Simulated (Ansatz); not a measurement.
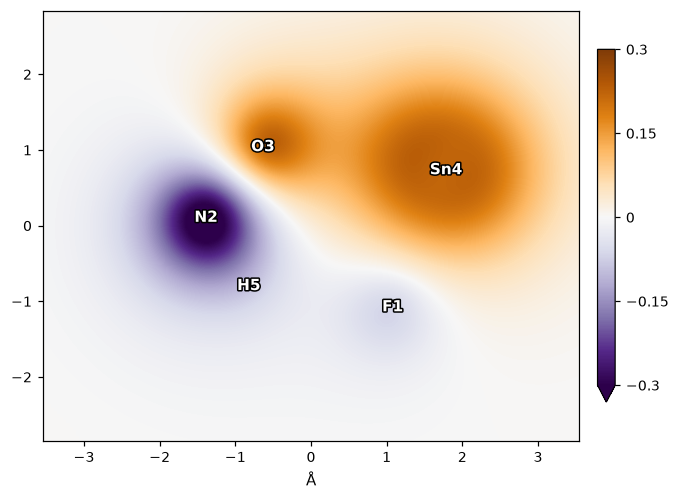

*FHNOSn (SMILES N=[O+][Sn][F]) (charge +1). The LUMO on a plane 0.8 Å above the molecular plane (values in Å⁻³ᐟ²; the overall sign is arbitrary).*

Geometry: PBE0-D3(BJ)/def2-SVP; core potentials replace the inner electrons of Sn.

Method: isolated molecule in a Gaussian basis; Kohn-Sham density functional theory, functional PBE0 (Ansatz).

Input file:

```
crystal:
  periodic: [false, false, false]
  atoms:
    - {symbol: F, position_ang: [-2.838220, 0.984159, 0.597634]}
    - {symbol: "N", position_ang: [-0.285504, 0.020203, 0.671061]}
    - {symbol: O, position_ang: [-0.137496, 1.150447, 0.302563]}
    - {symbol: Sn, position_ang: [-2.036268, 2.653465, 0.001868]}
    - {symbol: H, position_ang: [-1.321184, -0.166169, 0.822187]}
basis:
  gaussian:
    orbitals: def2-TZVPD
hamiltonian:
  xc: pbe0
output: {forces: true, orbitals: {seedname: orbitals}}
total_charge: 1
```

Launched as:

```sh
ansatz run input.yaml --threads 1 --pin off --max-ram 2610MiB --events-out events.jsonl --progress --plain --runs-dir runs
```

### Describe this orbital and give its energy.

Its weight (Hirshfeld) is mainly on Sn4 (about 50 %), N2 (about 30 %) and O3 (about 15 %); it changes sign across the molecular plane (π type); π-bonding across O3–Sn4; π-antibonding (a node) across N2–O3. Its energy is −9.09 eV.
